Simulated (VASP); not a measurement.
# CuAu (Tetraauricupride) with and without spin-orbit coupling

What does spin-orbit coupling change in CuAu (Tetraauricupride), and what does it cost? All runs use PBE. Left out of this account: 1 further run (self-consistent run: a reference on another mesh). The start is a cell from a database of measured crystal structures.

Calculated with VASP 6.6.1; PBE; plane waves and PAW (Cu, Au), in the first sound run; inputs show where later runs differ.

**1. The structure**

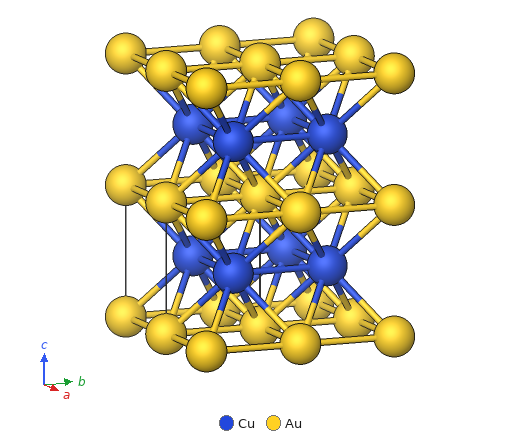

The cell as given, slightly off an axis (copper blue, gold yellow). 2×2×2 cells are drawn. Some periodic images of atoms are drawn too.

Structure file:

```
Cu Au
1.0
     2.80000    0.00000    0.00000
     0.00000    2.80000    0.00000
     0.00000    0.00000    3.67000
Cu Au
1 1
Cartesian
  1.4000 1.4000 1.8350
  0.0000 0.0000 0.0000
```

**2. Band structure (PBE)**

Levels along the symmetry lines show where the bands peak and cross; KPOINTS_OPT computes them in the converged potential. PBE, the usual starting point, adds the gradient of the density.

Input file INCAR:

```
SYSTEM = CuAu
PREC = Accurate
ENCUT = 400
EDIFF = 1E-06
NELM = 100
ISMEAR = -1
SIGMA = 0.05
LREAL = .FALSE.
ALGO = Normal
GGA = PE
NBANDS = 23
LASPH = .TRUE.
LORBIT = 11
LWAVE = .FALSE.
LCHARG = .FALSE.
KPAR = 2
```

Input file POSCAR:

```
CuAu
1.0
    2.8000000000      0.0000000000      0.0000000000
    0.0000000000      2.8000000000      0.0000000000
    0.0000000000      0.0000000000      3.6700000000
Cu Au
1 1
Direct
    0.5000000000      0.5000000000      0.5000000000
    0.0000000000      0.0000000000      0.0000000000
```

Input file KPOINTS:

```
Automatic mesh
0
Gamma
12 12 9
0 0 0
```

Input file KPOINTS_OPT:

```
Line mode
16
Line-mode
Reciprocal
  0.00000000   0.00000000   0.00000000 GAMMA
  0.00000000   0.50000000   0.00000000 X

  0.00000000   0.50000000   0.00000000 X
  0.50000000   0.50000000   0.00000000 M

  0.50000000   0.50000000   0.00000000 M
  0.00000000   0.00000000   0.00000000 GAMMA

  0.00000000   0.00000000   0.00000000 GAMMA
  0.00000000   0.00000000   0.50000000 Z

  0.00000000   0.00000000   0.50000000 Z
  0.00000000   0.50000000   0.50000000 R

  0.00000000   0.50000000   0.50000000 R
  0.50000000   0.50000000   0.50000000 A

  0.50000000   0.50000000   0.50000000 A
  0.00000000   0.00000000   0.50000000 Z

  0.00000000   0.50000000   0.00000000 X
  0.00000000   0.50000000   0.50000000 R

  0.50000000   0.50000000   0.00000000 M
  0.50000000   0.50000000   0.50000000 A
```

PAW data sets: Cu and Au (PBE family, release 64).

Launch:

```bash
$ mpirun -np 2 vasp_std
```

The program printed:

```text
[banner, memory and clock lines left out]
running    2 mpi-ranks, on    1 nodes
 distrk:  each k-point on    1 cores,    2 groups
 distr:  one band on    1 cores,    1 groups

 POSCAR found type information on POSCAR CuAu
 POSCAR found :  2 types and       2 ions
 LDA part: xc-table for (Slater+PW92), standard interpolation
 POSCAR, INCAR and KPOINTS ok, starting setup
 FFT: planning ... GRIDC
 FFT: planning ... GRID_SOFT
 FFT: planning ... GRID
 WAVECAR not read
 entering main loop
       N       E                     dE             d eps       ncg     rms          rms(c)
DAV:   1     0.112738284696E+03    0.11274E+03   -0.87509E+03  7385   0.110E+03
DAV:   2    -0.271016491762E+01   -0.11545E+03   -0.10676E+03  7063   0.235E+02
DAV:   3    -0.794053342321E+01   -0.52304E+01   -0.51553E+01  7757   0.523E+01
DAV:   4    -0.801861903791E+01   -0.78086E-01   -0.78056E-01  7581   0.548E+00
DAV:   5    -0.802104737921E+01   -0.24283E-02   -0.24283E-02  8981   0.104E+00    0.118E+01
DAV:   6    -0.748805943465E+01    0.53299E+00   -0.50948E+00  7700   0.545E+01    0.548E+00
DAV:   7    -0.712327882397E+01    0.36478E+00   -0.21971E+00  8456   0.586E+01    0.620E+00
DAV:   8    -0.704397365857E+01    0.79305E-01   -0.19555E-01  9655   0.970E+00    0.286E+00
DAV:   9    -0.703784439077E+01    0.61293E-02   -0.90798E-03  9496   0.103E+00    0.257E-01
DAV:  10    -0.703693588360E+01    0.90851E-03   -0.43258E-03  8167   0.161E+00    0.761E-02
DAV:  11    -0.703688621016E+01    0.49673E-04   -0.30509E-04 10057   0.375E-01    0.164E-02
DAV:  12    -0.703688340521E+01    0.28050E-05   -0.13015E-05 10361   0.539E-02    0.107E-02
DAV:  13    -0.703688257107E+01    0.83414E-06   -0.95850E-07  4586   0.187E-02
   1 F= -.70368826E+01 E0= -.70333205E+01  d E =-.712423E-02
 Start KPOINTS_OPT (optional k-point list driver)
k-point batch [1-140\144]
       N       E                     dE             ncg
DAV:   1     0.331413197009E+05   -0.55393E+05     7380
DAV:   2     0.170445875070E+05   -0.16097E+05     7098
DAV:   3     0.163310683325E+05   -0.71352E+03     7575
DAV:   4     0.163193042719E+05   -0.11764E+02     7676
DAV:   5     0.163188927982E+05   -0.41147E+00     9170
DAV:   6     0.163188811093E+05   -0.11689E-01     8229
DAV:   7     0.163188807156E+05   -0.39375E-03     8064
DAV:   8     0.163188807080E+05   -0.75914E-05     5565
DAV:   9     0.163188807075E+05   -0.46080E-06     5264
k-point batch [141-144\144]
       N       E                     dE             ncg
DAV:   1     0.927243649241E+05   -0.31154E+04      207
DAV:   2     0.922415328538E+05   -0.48283E+03      205
DAV:   3     0.922247963400E+05   -0.16737E+02      212
DAV:   4     0.922245063118E+05   -0.29003E+00      249
DAV:   5     0.922244972264E+05   -0.90854E-02      259
DAV:   6     0.922244971074E+05   -0.11898E-03      249
DAV:   7     0.922244971071E+05   -0.28573E-06      164
```

It took 41 s on 2 MPI ranks of AMD EPYC 7R43, shared host; peak memory 0.36 GiB; 80 s of CPU time.

Lines that name or quote the potential files are left out of all logs, and their timing lines are given in words.

OUTCAR, selected parts (step 2):

```text
ion  position               nearest neighbor table
   1  0.500  0.500  0.500-   2 2.70   2 2.70   2 2.70   2 2.70   2 2.70   2 2.70   2 2.70   2 2.70

  LATTYP: Found a simple tetragonal cell.
 ALAT       =     2.8000000000
 C/A-ratio  =     1.3107142857

 Subroutine GETGRP returns: Found 16 space group operations
 (whereof 16 operations were pure point group operations)

The static configuration has the point symmetry D_4h.

 Found    140 irreducible k-points:

   k-points           NKPTS =    140   k-points in BZ     NKDIM =    140   number of bands    NBANDS=     23

   dimension x,y,z NGX =    18 NGY =   18 NGZ =   24
   dimension x,y,z NGXF=    36 NGYF=   36 NGZF=   48

   ENCUT  =  400.0 eV  29.40 Ry    5.42 a.u.   4.57  4.57  5.98*2*pi/ulx,y,z

   NELECT =      22.0000    total number of electrons

 k-points in reciprocal lattice and weights: Automatic mesh
   0.00000000  0.00000000  0.00000000       0.001
   0.08333333  0.00000000  0.00000000       0.003
   0.16666667  0.00000000  0.00000000       0.003
   0.25000000  0.00000000  0.00000000       0.003
   0.33333333  0.00000000  0.00000000       0.003
   0.41666667  0.00000000  0.00000000       0.003
   0.50000000  0.00000000  0.00000000       0.002
   0.08333333  0.08333333  0.00000000       0.003
   0.16666667  0.08333333  0.00000000       0.006
[...]
0.50000000  0.41666667  0.44444444       0.006
   0.50000000  0.50000000  0.44444444       0.002

 average (electrostatic) potential at core
       1 -62.1432       2 -65.1287

 E-fermi :   8.8592

 k-point     1 :       0.0000    0.0000    0.0000
  band No.  band energies     occupation
    ...
      7       6.0454      2.00000
      8       6.7451      2.00000
      9       7.2026      2.00000
     10       7.4290      2.00000
     11       7.4290      2.00000
     12      11.0003      0.00000
     13      17.0484      0.00000
     14      18.9799      0.00000
     15      18.9799      0.00000
     16      25.7425      0.00000
    ...

 k-point     2 :       0.0833    0.0000    0.0000
  band No.  band energies     occupation
    ...
      7       6.0718      2.00000
      8       6.7381      2.00000
      9       7.1323      2.00000
     10       7.1786      2.00000
     11       7.3947      2.00000
     12      11.4721      0.00000
     13      16.8026      0.00000
     14      18.1814      0.00000
     15      19.2608      0.00000
     16      25.5531      0.00000
    ...

 k-point     3 :       0.1667    0.0000    0.0000
  band No.  band energies     occupation
    ...
      7       6.1239      2.00000
      8       6.7117      2.00000
      9       6.7413      2.00000
     10       6.9625      2.00000
     11       7.2948      2.00000
     12      12.5949      0.00000
     13      15.3590      0.00000
     14      17.5810      0.00000
     15      20.0556      0.00000
     16      24.8030      0.00000
    ...

  Total        1.1947289      1.1947289      0.9281864      0.0000000      0.0000000      0.0000000
  in kB       66.5269816     66.5269816     51.6848996      0.0000000      0.0000000      0.0000000
  external PRESSURE =      61.5796209 kB  Pullay stress =       0.0000000 kB

  energy-cutoff  :      400.00
  volume of cell :       28.77
      direct lattice vectors                 reciprocal lattice vectors
     2.800000000  0.000000000  0.000000000     0.357142857  0.000000000  0.000000000
     0.000000000  2.800000000  0.000000000     0.000000000  0.357142857  0.000000000
     0.000000000  0.000000000  3.670000000     0.000000000  0.000000000  0.272479564

 POSITION                                       TOTAL-FORCE (eV/Angst)
 -----------------------------------------------------------------------------------
      1.40000      1.40000      1.83500         0.000000      0.000000      0.000000
      0.00000      0.00000      0.00000         0.000000      0.000000      0.000000
 -----------------------------------------------------------------------------------
    total drift:                                0.000000     -0.000000     -0.000000

  FREE ENERGIE OF THE ION-ELECTRON SYSTEM (eV)
  ---------------------------------------------------
  free  energy   TOTEN  =        -7.0368825711 eV

  energy  without entropy=       -7.0297583402  energy(sigma->0) =       -7.03332046

 total charge
# of ion       s       p       d       tot
------------------------------------------
    1        0.382   0.324   9.223   9.929
    2        0.614   0.433   8.702   9.749
--------------------------------------------------
tot          0.996   0.757  17.925  19.678

[... 3 further parts left out ...]
```

Spin-orbit coupling is off here; with elements this heavy it splits and shifts levels by tenths of an eV or more. At this level the cell is under a pressure of 6.2 GPa, so at these settings it is away from equilibrium.

Numbers from this step:

```yaml
scf_cycles: 13
electrons: 22
bands: 23
irreducible_k_points: 140
symmetry_operations: 16
free_energy_toten: -7.037 eV
energy_at_zero_smearing: -7.033 eV
fermi_energy: 8.859 eV
pressure: 6.158 GPa
metallic: yes
```

The electronic bands at the labelled points (eV, zero at the Fermi level; # counts the bands kept):

```csv
point,#8,#9,#10,#11,#12,#13,#14,#15
Γ,-2.11,-1.66,-1.43,-1.43,2.14,8.19,10.12,10.12
X,-2.96,-2.38,-2.17,-0.82,-0.08,9.52,9.61,11.49
M,-1.60,-1.33,-1.33,0.69,0.69,5.27,7.00,10.17
Γ,-2.11,-1.66,-1.43,-1.43,2.14,8.19,10.12,10.12
Z,-2.72,-2.33,-2.31,-2.31,-1.95,14.45,14.72,14.72
R,-1.69,-1.56,-1.51,-1.04,-1.03,2.78,4.51,15.96
A,-2.12,-1.60,-1.60,5.47,5.59,5.59,6.32,6.99
Z,-2.72,-2.33,-2.31,-2.31,-1.95,14.45,14.72,14.72
jump to X,-2.96,-2.38,-2.17,-0.82,-0.08,9.52,9.61,11.49
R,-1.69,-1.56,-1.51,-1.04,-1.03,2.78,4.51,15.96
jump to M,-1.60,-1.33,-1.33,0.69,0.69,5.27,7.00,10.17
A,-2.12,-1.60,-1.60,5.47,5.59,5.59,6.32,6.99
```

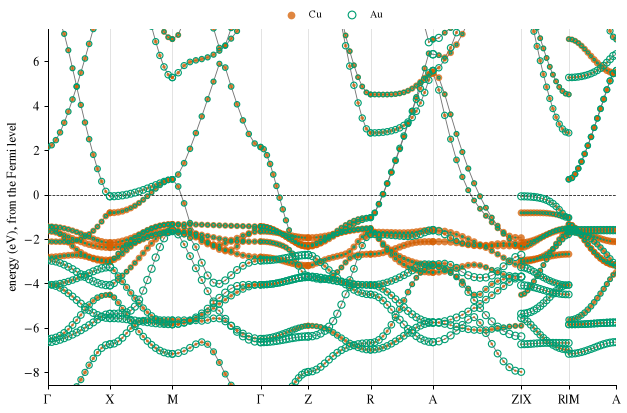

Electronic bands along the path; dots are coloured as in the legend, and their area grows with the weight.

There is no gap at this level.

**3. Bands along the symmetry lines (PBE + SOC)**

This step: PBE, spin-orbit coupling; plane waves and PAW (Cu, Au) (VASP 6.6.1).

Levels along the symmetry lines show where the bands peak and cross; KPOINTS_OPT computes them in the converged potential. Spin-orbit coupling needs spinors and the noncollinear program, where each band holds one electron.

INCAR, as its differences from that of step 2:

```diff
@@ -10,4 +10,9 @@
 GGA = PE
-NBANDS = 23
+LNONCOLLINEAR = .TRUE.
+MAGMOM = 0 0 0 0 0 0
+NBANDS = 34
+GGA_COMPAT = .FALSE.
 LASPH = .TRUE.
+LSORBIT = .TRUE.
+LMAXMIX = 4
 LORBIT = 11
```

POSCAR is that of step 2.

KPOINTS is that of step 2.

KPOINTS_OPT is that of step 2.

Launch:

```bash
$ mpirun -np 2 vasp_ncl
```

The program printed:

```text
[... set-up lines as in an earlier step ...]
 entering main loop
       N       E                     dE             d eps       ncg     rms          rms(c)
DAV:   1     0.164063122825E+03    0.16406E+03   -0.84210E+03 10298   0.153E+03
DAV:   2     0.435783706520E+01   -0.15971E+03   -0.14626E+03  9788   0.331E+02
DAV:   3    -0.806605117994E+01   -0.12424E+02   -0.11588E+02 10972   0.106E+02
DAV:   4    -0.835260594995E+01   -0.28655E+00   -0.28599E+00 12684   0.168E+01
DAV:   5    -0.836175132687E+01   -0.91454E-02   -0.91445E-02 13648   0.247E+00    0.130E+01
DAV:   6    -0.776812983740E+01    0.59362E+00   -0.56794E+00 12304   0.747E+01    0.604E+00
DAV:   7    -0.743576230603E+01    0.33237E+00   -0.22613E+00 11458   0.801E+01    0.635E+00
DAV:   8    -0.735362155030E+01    0.82141E-01   -0.27348E-01 14006   0.153E+01    0.308E+00
DAV:   9    -0.734878469112E+01    0.48369E-02   -0.22702E-02 13764   0.212E+00    0.518E-01
DAV:  10    -0.734754965943E+01    0.12350E-02   -0.44772E-03 14244   0.108E+00    0.134E-01
DAV:  11    -0.734754328211E+01    0.63773E-05   -0.18834E-04 13010   0.164E-01    0.661E-02
DAV:  12    -0.734753400573E+01    0.92764E-05   -0.55497E-05 14388   0.116E-01    0.261E-02
DAV:  13    -0.734753172512E+01    0.22806E-05   -0.10157E-06  8544   0.369E-02    0.284E-03
DAV:  14    -0.734753183118E+01   -0.10606E-06   -0.12060E-06  7452   0.111E-02
   1 F= -.73475318E+01 E0= -.73439179E+01  d E =-.722790E-02  mag=     0.0000    -0.0000     0.0000
 Start KPOINTS_OPT (optional k-point list driver)
k-point batch [1-140\144]
       N       E                     dE             ncg
DAV:   1     0.401741140211E+05   -0.42794E+05    10212
DAV:   2     0.179286200259E+05   -0.22245E+05     9728
DAV:   3     0.162433862646E+05   -0.16852E+04    10776
DAV:   4     0.162003739233E+05   -0.43012E+02    12486
DAV:   5     0.161987307270E+05   -0.16432E+01    13832
DAV:   6     0.161987060285E+05   -0.24698E-01    12418
DAV:   7     0.161987057597E+05   -0.26882E-03    13628
DAV:   8     0.161987057570E+05   -0.26910E-05     8066
DAV:   9     0.161987057565E+05   -0.48056E-06     7386
k-point batch [141-144\144]
       N       E                     dE             ncg
DAV:   1     0.838823292593E+05   -0.27895E+04      296
DAV:   2     0.832848634922E+05   -0.59747E+03      278
DAV:   3     0.832373317826E+05   -0.47532E+02      288
DAV:   4     0.832359423817E+05   -0.13894E+01      416
DAV:   5     0.832358993048E+05   -0.43077E-01      322
DAV:   6     0.832358969705E+05   -0.23343E-02      388
DAV:   7     0.832358969613E+05   -0.91819E-05      338
DAV:   8     0.832358969611E+05   -0.16487E-06      290
```

Wall time 2.3 min (2 MPI ranks); peak memory 0.65 GiB; 4.5 min of CPU time.

OUTCAR, selected parts (step 3):

```text
The static configuration has the point symmetry D_4h.

 Found    140 irreducible k-points:

   k-points           NKPTS =    140   k-points in BZ     NKDIM =    140   number of bands    NBANDS=     34

   NELECT =      22.0000    total number of electrons

 E-fermi :   8.8869

 k-point     1 :       0.0000    0.0000    0.0000
  band No.  band energies     occupation
    ...
     18       7.1383      1.00000
     19       7.3027      1.00000
     20       7.3027      1.00000
     21       7.6872      1.00000
     22       7.6872      1.00000
     23      10.9072      0.00000
     24      10.9072      0.00000
     25      17.0535      0.00000
     26      17.0535      0.00000
     27      18.5517      0.00000
    ...

 k-point     2 :       0.0833    0.0000    0.0000
  band No.  band energies     occupation
    ...
     18       7.0431      1.00000
     19       7.1621      1.00000
     20       7.1621      1.00000
     21       7.5587      1.00000
     22       7.5587      1.00000
     23      11.3836      0.00000
     24      11.3836      0.00000
     25      16.8012      0.00000
     26      16.8012      0.00000
     27      18.0660      0.00000
    ...

  Total        1.0781580      1.0781580      0.9140880      0.0000000      0.0000000     -0.0000000
  in kB       60.0358753     60.0358753     50.8998479      0.0000000      0.0000000     -0.0000000
  external PRESSURE =      56.9905328 kB  Pullay stress =       0.0000000 kB

 POSITION                                       TOTAL-FORCE (eV/Angst)
 -----------------------------------------------------------------------------------
      1.40000      1.40000      1.83500         0.000000      0.000000      0.000000
      0.00000      0.00000      0.00000         0.000000      0.000000      0.000000
 -----------------------------------------------------------------------------------
    total drift:                                0.000000      0.000000      0.000000

  FREE ENERGIE OF THE ION-ELECTRON SYSTEM (eV)
  ---------------------------------------------------
  free  energy   TOTEN  =        -7.3475318312 eV

  energy  without entropy=       -7.3403039265  energy(sigma->0) =       -7.34391788

 Spin-Orbit-Coupling matrix elements
 Ion:    1  E_soc:     -0.0155720
 Ion:    2  E_soc:     -0.6128264

 total charge
# of ion       s       p       d       tot
------------------------------------------
    1        0.382   0.325   9.221   9.929
    2        0.615   0.448   8.683   9.746
--------------------------------------------------
tot          0.997   0.773  17.904  19.675

 magnetization (x)
# of ion       s       p       d       tot
------------------------------------------
    1        0.000   0.000  -0.000  -0.000
    2        0.000   0.000  -0.000   0.000
--------------------------------------------------
tot          0.000   0.000  -0.000  -0.000

 magnetization (y)
# of ion       s       p       d       tot
------------------------------------------
    1        0.000   0.000   0.000   0.000
    2       -0.000  -0.000   0.000  -0.000
--------------------------------------------------
tot         -0.000  -0.000   0.000  -0.000

 magnetization (z)
# of ion       s       p       d       tot
------------------------------------------
    1        0.000   0.000  -0.000  -0.000
    2        0.000   0.000   0.000   0.000
--------------------------------------------------
tot          0.000   0.000  -0.000   0.000

[... 7 parts as in an earlier step ...]

[... 5 further parts left out ...]
```

At this level the cell is under a pressure of 5.7 GPa, so at these settings it is away from equilibrium.

This step gave:

* SCF cycles: 14
* bands: 34
* free energy (TOTEN): -7.348 eV
* energy at zero smearing: -7.344 eV
* Fermi energy: 8.887 eV
* pressure: 5.699 GPa

On-site spin-orbit energy by atom:

```csv
atom,on-site spin-orbit energy (eV)
Cu1,-0.016
Au2,-0.613
```

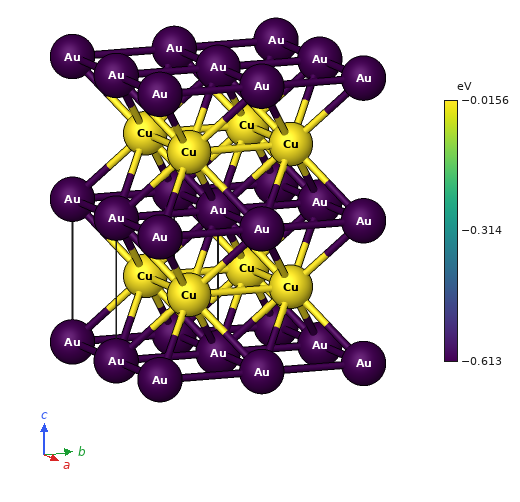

Atoms coloured by on-site spin-orbit energy. 2×2×2 cells are drawn. Some periodic images of atoms are drawn too.

The electronic bands at the labelled points (eV, zero at the Fermi level; # counts the bands kept):

```csv
point,#17,#18,#19,#20,#21,#22,#23,#24
Γ,-1.75,-1.75,-1.58,-1.58,-1.20,-1.20,2.02,2.02
X,-2.41,-2.41,-2.17,-2.17,-0.84,-0.84,-0.05,-0.05
M,-1.24,-1.24,-1.11,-1.11,0.20,0.20,0.98,0.98
Γ,-1.75,-1.75,-1.58,-1.58,-1.20,-1.20,2.02,2.02
Z,-2.51,-2.51,-2.28,-2.28,-2.22,-2.22,-1.95,-1.95
R,-1.55,-1.55,-1.46,-1.46,-1.40,-1.40,-0.76,-0.76
A,-1.62,-1.62,-1.61,-1.61,4.61,4.61,5.45,5.45
Z,-2.51,-2.51,-2.28,-2.28,-2.22,-2.22,-1.95,-1.95
jump to X,-2.41,-2.41,-2.17,-2.17,-0.84,-0.84,-0.05,-0.05
R,-1.55,-1.55,-1.46,-1.46,-1.40,-1.40,-0.76,-0.76
jump to M,-1.24,-1.24,-1.11,-1.11,0.20,0.20,0.98,0.98
A,-1.62,-1.62,-1.61,-1.61,4.61,4.61,5.45,5.45
```

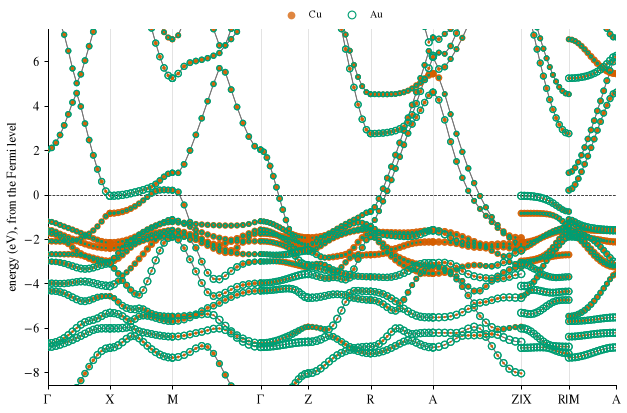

Electronic bands along the path; dots are coloured as in the legend, and their area grows with the weight.

There is no gap at this level. Without the coupling there was no gap either. The run took 3.3 times the core time, with 34 spinor bands against 23.

[end of part 1 of 3]

[Lines on the potential files, build, host, timing and source positions are cut from VASP's logs without a mark.]

[Logs are printed without paths, hosts, clocks, repeated set-up lines and the standing remarks that a program may print on its own settings, such as how far it seeks lower states.]

[Hosts, paths, dates, database ids (printed as entryN), source tags and the programs' standing remarks are cut or masked in the printed files.]

[A measured line is paired with the nearest computed mode of its activity, which favours agreement.]
